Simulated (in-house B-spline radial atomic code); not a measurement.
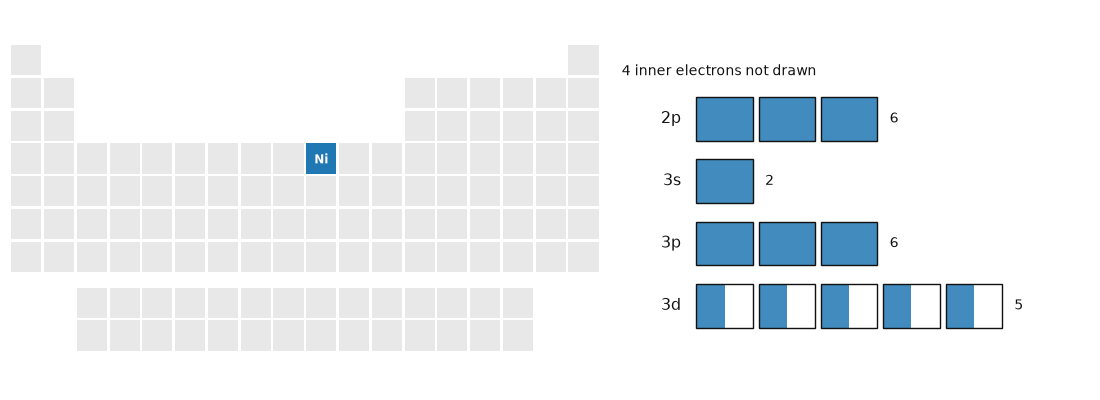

Figure 1. Left, the place of nickel in the periodic table; right, the outer shells as the input fills them: a box for each of the 2l + 1 orbitals, shaded by the share of the shell that is filled, with the electron count at the right.

**Ni⁵⁺: RPA and GW calculation**

Ni⁵⁺, configuration [Ar] 3d5. Computed at this level: RPA, second-order and SOSEX correlation energies and G0W0 (contour deformation) on a scalar-relativistic (spin-free one-electron X2C) mean field, all electrons, B-spline basis (in-house B-spline radial atomic code).

## Key numbers

```
                                                                   quantity                      value
                                                                    outcome                  converged
                                                    mean-field total energy        −1513.50634 hartree
                                     total energy with exact exchange alone        −1512.41308 hartree
                                                      exact exchange energy          −60.29908 hartree
RPA correlation, extrapolated in the angular momentum of the empty orbitals           −1.58818 hartree
                                                 RPA correlation, as summed           −1.57282 hartree
                                                   direct second-order term           −1.78552 hartree
                                                 second-order exchange term            0.58508 hartree
                                                                 SOSEX term            0.54301 hartree
                                                                   hardware  1 CPU thread, shared host
                                                                  wall time                      2.3 s
```

## Notes

To bear in mind: spin-orbit coupling, Breit and QED terms are absent.

## Input
```
Z = 28
electrons = 23.0
configuration = [Ar] 3d5
hamiltonian = x2c
method = tpss,tpss
lmax = 9
rms_radius = 3.7757
spin_polarised = True
box_radius = 10.43
intervals = 68
```

The run was one of a batch that the task file lists, launched with:
```bash
python <driver script> task.json out
```

The program writes its results to a structured record and prints no log; tables and figures of this report are taken from that record.

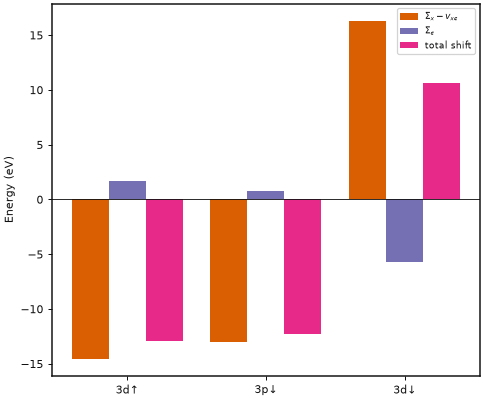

Figure 2. Parts of the G₀W₀ correction to each level for Ni⁵⁺ ([Ar] 3d⁵). All-electron spherical atom, scalar X2C, TPSS start, no spin-orbit coupling, Breit or QED terms; computed with a B-spline radial code. The quasi-particle equation is solved at full frequency; levels of low quasi-particle weight Z are left out. Σ columns are in eV, and Σc holds an estimate for the angular momenta beyond the basis. G₀W₀ moves the highest occupied level, 3d↑, from −94.87 to −107.76 eV (renormalisation factor Z = 0.95). The empty level 3d↓ goes from −87.47 to −76.81 eV.

| Level | Mean field (eV) | Σx − vxc (eV) | Σc (eV) | Z | G₀W₀ (eV) |
| --- | --- | --- | --- | --- | --- |
| 3d↑ | −94.87 | −14.56 | 1.66 | 0.95 | −107.76 |
| 3p↓ | −153.19 | −13.04 | 0.78 | 0.95 | −165.46 |
| 3d↓ | −87.47 | 16.33 | −5.67 | 0.96 | −76.81 |
